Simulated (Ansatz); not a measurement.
**AlF2 (SMILES [F][Al][F]) at 6 levels**

Wanted: a comparison of 6 runs (UHF/STO-3G, UPBE/STO-3G, UPBE0/STO-3G, USVWN5/STO-3G, UCCSDT/STO-3G, UCCSD/STO-3G) of AlF2. 

Program for the calculation: Ansatz 0.2.0.

37 further runs of the same task are left out: 1 that didn't finish, 36 set aside as unsound or not needed.

## Step 1: The structure to begin with

The species is AlF2 (3 atoms), meant as a doublet with charge 0. SMILES: `[F][Al][F]`. The Al2–F1 distance was set to 4.116 Å, away from the relaxed value. At this shape a bond of the SMILES string is far longer than usual.

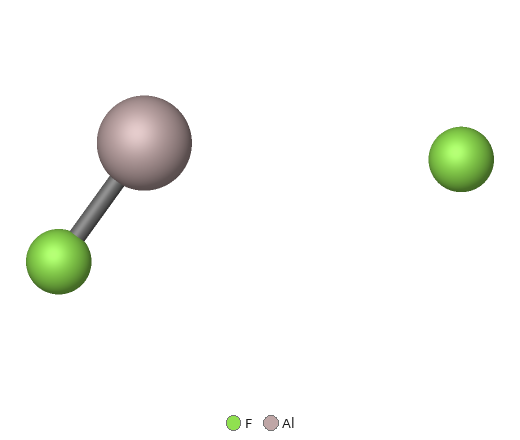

Viewed from a chosen angle; fluorine green, aluminium light grey.

## Step 2: The energy at UHF/STO-3G (run 1)

run.yaml reads:

```yaml
crystal:
  periodic: [false, false, false]
  atoms:
    - {symbol: F, position_ang: [0.749453, -3.816130, -0.026802]}
    - {symbol: Al, position_ang: [0.388700, 0.275400, 0.245200]}
    - {symbol: F, position_ang: [-0.932500, 1.021000, -0.394800]}
basis:
  gaussian: {orbitals: STO-3G}
magnetization: {spin_polarized: true, initial_magnetization: 1}
hamiltonian: {xc: hf}
accuracy: high
```

Launch:

```bash
$ ansatz run run.yaml --threads 1 --pin off --max-ram 2610MiB --events-out events.jsonl --progress --plain --runs-dir runs
```

Log:

```text
Warning: RAYON_NUM_THREADS=1 ignored (pool sized by the plan → 1); use --threads N
Functional definition: HF
  name "HF"
  exchange = exact_x
  correlation = 0
297 factors; integrals over basis functions are off by at most 2.6e-8 eV
mean field evaluation 1: about -11824.7395 eV, gradient 1.5e1 eV
mean field evaluation 2: about -11824.7580 eV, gradient 1.5e1 eV
mean field evaluation 4: about -11826.4551 eV, gradient 9.0e0 eV
mean field evaluation 8: about -11837.5568 eV, gradient 3.7e0 eV
mean field evaluation 16: about -11837.7257 eV, gradient 2.5e-2 eV
mean field evaluation 32: about -11837.7305 eV, gradient 2.3e-5 eV
mean field evaluation 64: about -11837.7237 eV, gradient 8.1e-2 eV
mean field evaluation 96: about -11837.7291 eV, gradient 4.3e-2 eV
mean field evaluation 128: about -11833.6061 eV, gradient 1.0e0 eV
mean field evaluation 160: about -11831.8871 eV, gradient 1.8e0 eV
mean field -11837.73052925 eV, -435.0285730480 hartree, gradient 7.6e-8 eV, S^2 0.750000; 3 other end points of the search recorded, 0 dependent functions left out
reference -11837.73052925 eV, -435.0285730480 hartree; 16, 15 occupied and 3, 4 virtual orbitals, 297 factors
Total energy: -11837.73052925 eV, -435.0285730480 hartree
```

It took 0.3 s on 1 thread of Arm Neoverse V1, shared host.

## Step 3: A single-point energy at UPBE/STO-3G (run 2)

molecule.yaml reads:

```yaml
crystal:
  periodic: [false, false, false]
  atoms:
    - {symbol: F, position_ang: [0.749453, -3.816130, -0.026802]}
    - {symbol: Al, position_ang: [0.388700, 0.275400, 0.245200]}
    - {symbol: F, position_ang: [-0.932500, 1.021000, -0.394800]}
basis:
  gaussian: {orbitals: STO-3G}
total_charge: 0
magnetization: {spin_polarized: true, initial_magnetization: 1}
hamiltonian: {xc: {name: PBE}}
accuracy: high
```

Launch:

```bash
$ ansatz run molecule.yaml --threads 1 --pin off --max-ram 2610MiB --events-out events.jsonl --progress --plain --runs-dir runs
```

Log (excerpt; [...] marks lines left out):

```text
Warning: RAYON_NUM_THREADS=1 ignored (pool sized by the plan → 1); use --threads N
Functional definition: PBE
  name "PBE"
[...]
297 factors; integrals over basis functions are off by at most 2.6e-8 eV
[...]
mean field -11858.91540919 eV, -435.8071030262 hartree, gradient 6.5e-8 eV, S^2 0.750015; 7 other end points of the search recorded, 0 dependent functions left out
reference -11858.91541063 eV, -435.8071030789 hartree; 16, 15 occupied and 3, 4 virtual orbitals, 297 factors
Total energy: -11858.91541063 eV, -435.8071030789 hartree
```

Run time: 11 s. Hardware: 1 thread of Arm Neoverse V1, shared host; peak memory 0.12 GiB.

Runs 3 to 4 aren't shown in full; the table further down has their settings and results.

## Step 4: A single-point energy at UCCSDT/STO-3G (run 5)

job.yaml reads:

```yaml
crystal:
  periodic: [false, false, false]
  atoms:
    - symbol: F
      position_ang: [0.749453, -3.816130, -0.026802]
    - symbol: Al
      position_ang: [0.388700, 0.275400, 0.245200]
    - symbol: F
      position_ang: [-0.932500, 1.021000, -0.394800]
basis:
  gaussian:
    orbitals: STO-3G
magnetization:
  spin_polarized: true
  initial_magnetization: 1
correlation:
  method: ccsdt
  frozen_orbitals: {Al: 5, F: 1}
accuracy: high
scf:
  omitted_lower_state_checks: [cluster_reference, increment]
```

Launch:

```bash
$ ansatz run job.yaml --threads 1 --pin off --max-ram 2610MiB --events-out events.jsonl --progress --plain --runs-dir runs
```

Log:

```text
Warning: RAYON_NUM_THREADS=1 ignored (pool sized by the plan → 1); use --threads N
[... 17 lines left out ...]
7 core orbitals not correlated: weight in the atoms' cores, before any rotation towards them, 1.000 or more for the frozen orbitals, at most 0.000 for the correlated occupied ones
[... 77 lines left out ...]
Total energy: -11839.37176383 eV, -435.0888873065 hartree
Checks for a lower state left out: cluster_reference, increment
```

Run time: 2.2 s. Hardware: 1 thread of Arm Neoverse V1, shared host.

## Step 5: A single-point energy at UCCSD/STO-3G (run 6)

run.yaml, as its differences from that of step 2:

```diff
@@ -7,5 +7,12 @@
 basis:
-  gaussian: {orbitals: STO-3G}
-magnetization: {spin_polarized: true, initial_magnetization: 1}
-hamiltonian: {xc: hf}
+  gaussian:
+    orbitals: STO-3G
+magnetization:
+  spin_polarized: true
+  initial_magnetization: 1
+correlation:
+  method: ccsd
+  frozen_orbitals: {Al: 5, F: 1}
 accuracy: high
+scf:
+  omitted_lower_state_checks: [cluster_reference, increment]
```

Launch:

```bash
$ ansatz run run.yaml --threads 1 --pin off --max-ram 2610MiB --events-out events.jsonl --progress --plain --runs-dir runs
```

Log:

```text
Warning: RAYON_NUM_THREADS=1 ignored (pool sized by the plan → 1); use --threads N
[... 17 lines left out ...]
7 core orbitals not correlated: weight in the atoms' cores, before any rotation towards them, 1.000 or more for the frozen orbitals, at most 0.000 for the correlated occupied ones
[... 45 lines left out ...]
Total energy: -11839.22915590 eV, -435.0836465616 hartree
Checks for a lower state left out: cluster_reference, increment
```

Wall time 0.74 s (1 thread of Arm Neoverse V1, shared host).

## Step 6: The series

```csv
run,level,frozen core orbitals,energy (Eh),⟨S²⟩,wall time
1,UHF/STO-3G,–,-435.028573,0.750,0.3 s
2,UPBE/STO-3G,–,-435.807103,0.750,11 s
3,UPBE0/STO-3G,–,-435.890445,0.750,6.6 s
4,USVWN5/STO-3G,–,-433.749824,0.750,4.2 s
5,UCCSDT/STO-3G,7,-435.088887,0.750,2.2 s
6,UCCSD/STO-3G,7,-435.083647,0.750,0.74 s
```

## Step 7: Summary of results

| quantity | value |
| --- | --- |
| run 6: total energy | -435.08365 Eh |
| run 6: correlation energy (7 core orbitals frozen) | -55.1 mEh |
| run 6: ⟨S²⟩ of the reference determinant | 0.750 |
| run 6: T1 diagnostic | 0.018 |

Below the UHF energy at the same shape and in the same basis (STO-3G): UCCSDT -60.3 mEh; UCCSD -55.1 mEh. Totals of different functionals can't be ranked against each other. In runs 1, 2, 3, 4, 5, 6 the basis is minimal, so the values are rough. All runs together took 26 s, the longest 11 s.
